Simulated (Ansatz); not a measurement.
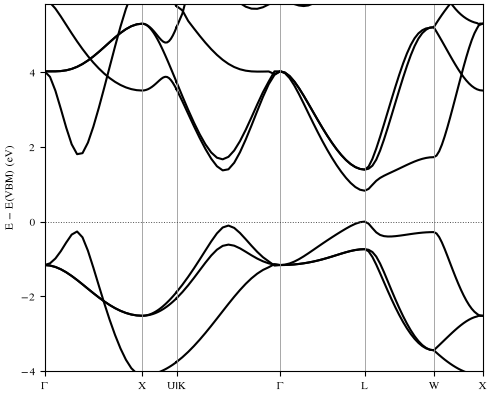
Figure. Band structure from PBE (plane waves, PAW; program Ansatz)

Q: Read off the gap and where the band edges lie.

A: About 0.8 eV (0.83 eV by a search for the band edges); maximum at L, minimum at L.

Q: Pick the material that matches.
(A) TePb, rock salt
(B) MgS, rock salt
(C) YN, rock salt
(D) AlP, zinc blende

A: A, TePb, rock salt

Space group Fm-3m (rock salt). Symmetry was held in the PBE relaxation. Spin–orbit coupling is left out wherever it is not named.

Potentials: the later of the program's two PAW sets.
